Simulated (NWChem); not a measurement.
**H2S (hydrogen sulfide) at 6 levels**

Aim: a comparison of 6 runs (revPBE/aug-cc-pVTZ, M06-L/aug-cc-pVTZ, PBE/aug-cc-pVTZ, PBE0/aug-cc-pVTZ, TPSS/aug-cc-pVTZ, r2SCAN/aug-cc-pVTZ) of H2S (hydrogen sulfide). 

The calculation is run with NWChem 7.3.0.

## Step 1: The structure to begin with

The species is H2S (3 atoms), meant as a singlet with charge 0. SMILES: `S`. The shape is that of a PBE0-D4/def2-TZVP optimisation.

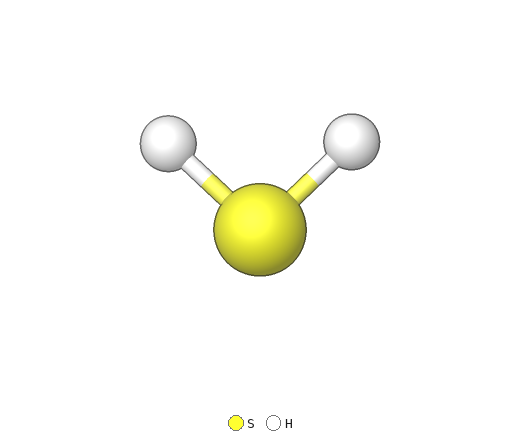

The structure, seen from a chosen angle (sulfur yellow, hydrogen white).

## Step 2: Energy and gradient at revPBE/aug-cc-pVTZ (run 1)

run.py reads:

```python
from ase import Atoms
from ase.calculators.nwchem import NWChem

molecule = Atoms('SHH', positions=[
    [0.495500, -0.280600, 0.243900],
    [0.097900, 0.997700, 0.162400],
    [-0.593400, -0.717100, -0.406300],
])

calc = NWChem(
    label='mymol',
    theory='dft',
    memory='2200 mb',
    basis='aug-cc-pVTZ',
    basispar='spherical bse',
    dft={'xc': 'revpbe cpbe96', 'mult': '1', 'grid': 'fine', 'convergence': 'energy 1e-08', 'iterations': '100', 'mulliken': None, 'print': 'low'},
)
molecule.calc = calc

forces = molecule.get_forces()
print(f"energy = {molecule.get_potential_energy():.6f} eV")
print("forces (eV/A):")
for s, f in zip(molecule.symbols, forces):
    print(f"{s:2s} {f[0]:10.5f} {f[1]:10.5f} {f[2]:10.5f}")
```

Command:

```console
$ export ASE_NWCHEM_COMMAND="nwchem PREFIX.nwi > PREFIX.nwo"
$ python run.py
```

The log of the run:

```text
energy = -10866.562515 eV
forces (eV/A):
S     0.41148   -0.23474    0.20235
H    -0.11889    0.33465   -0.02952
H    -0.29259   -0.09991   -0.17283
```

The calculator wrote mymol.nwi:

```
title "mymol"

permanent_dir mymol

scratch_dir mymol

start mymol

geometry units angstrom nocenter noautosym noautoz
  S  4.9550000000000000e-01 -2.8060000000000002e-01 2.4390000000000001e-01
  H  9.7900000000000001e-02 9.9770000000000003e-01 1.6239999999999999e-01
  H  -5.9340000000000004e-01 -7.1709999999999996e-01 -4.0629999999999999e-01
end

memory 2200 mb

basis spherical bse noprint
   * library aug-cc-pVTZ
end

dft
  xc revpbe cpbe96
  mult 1
  grid fine
  convergence energy 1e-08
  iterations 100
  mulliken
  print low
end

task dft gradient
```

mymol.nwo:

```text
Northwest Computational Chemistry Package (NWChem) 7.3.0
             --------------------------------------------------------

           Job information
           ---------------

    nwchem branch   = 7.3.0
    use scalapack   = T
    input           = mymol.nwi
    prefix          = mymol.
    data base       = mymol/mymol.db
    status          = startup
    nproc           =        1

           Memory information
           ------------------

    heap     =     72089600 doubles =      550.0 Mbytes
    stack    =     72089597 doubles =      550.0 Mbytes
    global   =    144179200 doubles =     1100.0 Mbytes (distinct from heap & stack)
    total    =    288358397 doubles =     2200.0 Mbytes
    verify   = yes
    hardfail = no

[... 34 lines left out ...]
            Nuclear Dipole moment (a.u.)
[... 59 lines left out ...]
   convergence    iter        energy       DeltaE   RMS-Dens  Diis-err    time
[... 10 lines left out ...]
         Total DFT energy =     -399.338810059016
      One electron energy =     -576.614967665892
           Coulomb energy =      190.684237336654
    Exchange-Corr. energy =      -26.307160142999
 Nuclear repulsion energy =       12.899080413221
[... 15 lines left out ...]
     -------------------------------------------
      Total Density - Lowdin Population Analysis
     -------------------------------------------

    Atom       Charge   Shell Charges
 -----------   ------   -------------------------------------------------------
    1 S   16    14.69   1.98  1.29  0.51  0.83  0.33  0.10  5.00  1.33  2.03  0.97  0.13  0.02  0.08  0.04  0.01  0.03
    2 H    1     1.65   0.23  0.36  0.17  0.03  0.01  0.18  0.36  0.02  0.30
    3 H    1     1.65   0.23  0.36  0.17  0.03  0.01  0.18  0.36  0.02  0.30

                         DFT ENERGY GRADIENTS

    atom               coordinates                        gradient
                 x          y          z           x          y          z
   1 S       0.936359  -0.530257   0.460904   -0.008002   0.004565  -0.003935
   2 H       0.185004   1.885380   0.306892    0.002312  -0.006508   0.000574
   3 H      -1.121363  -1.355123  -0.767796    0.005690   0.001943   0.003361

 Task  times  cpu:       16.0s     wall:       16.0s
 Total times  cpu:       16.0s     wall:       16.0s
```

It took 17 s on 1 thread of AMD EPYC 9R14 (Zen 4), shared host; peak memory 0.13 GiB.

## Step 3: Energy and forces at M06-L/aug-cc-pVTZ (run 2)

job.nw reads:

```
start job
title "H2S gradient"
memory total 2200 mb

geometry units angstrom noautosym nocenter noautoz
 S      0.495500    -0.280600     0.243900
 H      0.097900     0.997700     0.162400
 H     -0.593400    -0.717100    -0.406300
end

basis spherical bse
 * library aug-cc-pVTZ
end

dft
 xc m06-l
 grid fine
 convergence energy 1e-08
 maxiter 100
 mulliken
end

task dft gradient
```

Command:

```console
$ nwchem job.nw > job.out
```

The log of the run:

```text
[...]
          Wavefunction type:  closed shell.
          No. of atoms     :     3
          No. of electrons :    18
[...]
          Charge           :     0
          Spin multiplicity:     1
[...]
          AO basis - number of functions:    96
[...]
              XC Information
              --------------
                        M06-L Method XC Functional
                         M06-L Exchange Functional  1.000
                       M06-L Correlation Potential  1.000
[...]
 d= 0,ls=0.0,diis     1   -399.3922450890 -4.12D+02  4.10D-03  1.81D-01     2.2
[...]
 d= 0,ls=0.0,diis    10   -399.4059520815 -5.66D-10  4.93D-07  1.03D-09    16.5
         Total DFT energy =     -399.405952081535
      One electron energy =     -576.826829407559
           Coulomb energy =      190.936844236983
    Exchange-Corr. energy =      -26.415047324180
 Nuclear repulsion energy =       12.899080413221
[...]
      Total Density - Mulliken Population Analysis
     ---------------------------------------------
    Atom       Charge   Shell Charges
 -----------   ------   -------------------------------------------------------
    1 S   16    17.00   2.00  1.89  0.17  1.13  0.83  0.02  5.82  0.86  2.52  1.58  0.04  0.03  0.06  0.04  0.01  0.00
    2 H    1     0.50   0.25  0.42 -0.17 -0.00  0.01  0.02 -0.02  0.00 -0.00
    3 H    1     0.50   0.25  0.42 -0.17 -0.00  0.01  0.02 -0.02  0.00 -0.00
[...]
  wavefunction    = closed shell
                         DFT ENERGY GRADIENTS
    atom               coordinates                        gradient
                 x          y          z           x          y          z
   1 S       0.936359  -0.530257   0.460904    0.000668  -0.000345   0.000333
   2 H       0.185004   1.885380   0.306892   -0.000040   0.000867   0.000072
   3 H      -1.121363  -1.355123  -0.767796   -0.000628  -0.000522  -0.000405
[...]
```

Run time: 24 s. Hardware: 1 thread of AMD EPYC 9R14 (Zen 4), shared host; peak memory 0.12 GiB.

## Step 4: Energy and forces at PBE/aug-cc-pVTZ (run 3)

h2s.nw reads:

```
start h2s
title "H2S PBE"
memory stack 880 mb heap 220 mb global 1100 mb
geometry units angstrom noautosym nocenter noautoz
S      0.495500    -0.280600     0.243900
H      0.097900     0.997700     0.162400
H     -0.593400    -0.717100    -0.406300
end
basis spherical bse
* library aug-cc-pVTZ
end
dft
xc xpbe96 cpbe96
grid fine
convergence energy 1e-08
iterations 100
mulliken
end
task dft gradient
```

Command:

```console
$ nwchem h2s.nw > h2s.out
```

The log of the run:

```text
[...]
          Wavefunction type:  closed shell.
          No. of atoms     :     3
          No. of electrons :    18
[...]
          Charge           :     0
          Spin multiplicity:     1
[...]
          AO basis - number of functions:    96
[...]
              XC Information
              --------------
          PerdewBurkeErnzerhof Exchange Functional  1.000
            Perdew 1991 LDA Correlation Functional  1.000 local
           PerdewBurkeErnz. Correlation Functional  1.000 non-local
[...]
 d= 0,ls=0.0,diis     1   -399.2132459569 -4.12D+02  5.67D-03  3.39D-01     2.0
[...]
 d= 0,ls=0.0,diis     7   -399.2329660106 -6.59D-09  8.17D-07  2.78D-09     9.9
         Total DFT energy =     -399.232966010568
      One electron energy =     -576.615203215712
           Coulomb energy =      190.679289612299
    Exchange-Corr. energy =      -26.196132820377
 Nuclear repulsion energy =       12.899080413221
[...]
      Total Density - Mulliken Population Analysis
     ---------------------------------------------
    Atom       Charge   Shell Charges
 -----------   ------   -------------------------------------------------------
    1 S   16    16.22   2.00  1.82  0.25  1.13  0.65  0.03  5.81  0.91  2.36  1.15  0.04  0.03  0.04  0.01  0.01 -0.00
    2 H    1     0.89   0.24  0.47  0.08  0.00  0.01  0.04  0.02  0.00  0.01
    3 H    1     0.89   0.24  0.47  0.08  0.00  0.01  0.04  0.02  0.00  0.01
[...]
  wavefunction    = closed shell
                         DFT ENERGY GRADIENTS
    atom               coordinates                        gradient
                 x          y          z           x          y          z
   1 S       0.936359  -0.530257   0.460904   -0.007770   0.004434  -0.003821
   2 H       0.185004   1.885380   0.306892    0.002310  -0.006159   0.000611
   3 H      -1.121363  -1.355123  -0.767796    0.005460   0.001726   0.003210
[...]
```

Run time: 17 s. Hardware: 1 thread of AMD EPYC 9R14 (Zen 4), shared host; peak memory 0.13 GiB.

Runs 4 to 5 aren't shown in full; the table further down has their settings and results.

## Step 5: Energy and forces at r2SCAN/aug-cc-pVTZ (run 6)

h2s.nw reads:

```
start h2s
memory 2200 mb

geometry noautosym nocenter noautoz
  S     0.495500   -0.280600    0.243900
  H     0.097900    0.997700    0.162400
  H    -0.593400   -0.717100   -0.406300
end

basis spherical bse
  * library aug-cc-pVTZ
end

dft
  xc r2scan
  grid fine
  convergence energy 1e-08
  iterations 100
  mulliken
end

task dft gradient
```

Command:

```console
$ nwchem h2s.nw > h2s.out
```

The log of the run:

```text
[...]
          Wavefunction type:  closed shell.
          No. of atoms     :     3
          No. of electrons :    18
[...]
          Charge           :     0
          Spin multiplicity:     1
[...]
          AO basis - number of functions:    96
[...]
              XC Information
              --------------
                      r^2SCAN Method XC Functional
               r^2SCAN metaGGA Exchange Functional  1.000
                     r^2SCAN Correlation Potential  1.000
[...]
 d= 0,ls=0.0,diis     1   -399.3630121268 -4.12D+02  4.94D-03  2.38D-01     2.2
[...]
 d= 0,ls=0.0,diis     7   -399.3793127222 -3.88D-09  3.62D-07  8.47D-10    10.9
         Total DFT energy =     -399.379312722155
      One electron energy =     -576.680092901776
           Coulomb energy =      190.762535661065
    Exchange-Corr. energy =      -26.360835894666
 Nuclear repulsion energy =       12.899080413221
[...]
      Total Density - Mulliken Population Analysis
     ---------------------------------------------
    Atom       Charge   Shell Charges
 -----------   ------   -------------------------------------------------------
    1 S   16    16.22   2.00  1.86  0.21  1.12  0.66  0.01  5.82  0.88  2.39  1.16  0.03  0.03  0.04  0.01  0.01 -0.00
    2 H    1     0.89   0.24  0.49  0.09  0.00  0.01  0.04  0.01  0.00  0.01
    3 H    1     0.89   0.24  0.49  0.09  0.00  0.01  0.04  0.01  0.00  0.01
[...]
  wavefunction    = closed shell
                         DFT ENERGY GRADIENTS
    atom               coordinates                        gradient
                 x          y          z           x          y          z
   1 S       0.936359  -0.530257   0.460904   -0.001963   0.001145  -0.000962
   2 H       0.185004   1.885380   0.306892    0.000693  -0.001323   0.000240
   3 H      -1.121363  -1.355123  -0.767796    0.001270   0.000178   0.000722
[...]
```

Wall time 19 s (1 thread of AMD EPYC 9R14 (Zen 4), shared host); peak memory 0.12 GiB.

## Step 6: The series

| run | level | energy (Eh) | largest force (eV/Å) | wall time |
| --- | --- | --- | --- | --- |
| 1 | revPBE/aug-cc-pVTZ | -399.338810 | 0.515 | 17 s |
| 2 | M06-L/aug-cc-pVTZ | -399.405952 | 0.047 | 24 s |
| 3 | PBE/aug-cc-pVTZ | -399.232966 | 0.500 | 17 s |
| 4 | PBE0/aug-cc-pVTZ | -399.268034 | 0.084 | 17 s |
| 5 | TPSS/aug-cc-pVTZ | -399.435570 | 0.228 | 18 s |
| 6 | r2SCAN/aug-cc-pVTZ | -399.379313 | 0.127 | 19 s |

## Step 7: Outcome

```
                       quantity          value
            run 6: total energy  -399.37931 Eh
           run 6: dipole moment         1.05 D
             run 6: HOMO energy       -6.56 eV
             run 6: LUMO energy       -0.18 eV
           run 6: HOMO–LUMO gap        6.39 eV
run 6: largest force on an atom     0.127 eV/Å
```

What this shows: Over runs 2, 3, 4, 5, 6 the dipole moment (its size) runs from 1.00 D (PBE/aug-cc-pVTZ) to 1.05 D (r2SCAN/aug-cc-pVTZ). Over runs 2, 3, 6 the HOMO–LUMO gap runs from 5.44 eV (PBE/aug-cc-pVTZ) to 6.39 eV (r2SCAN/aug-cc-pVTZ). Totals of different functionals can't be ranked against each other. All runs together took 1.9 min, the longest 24 s.
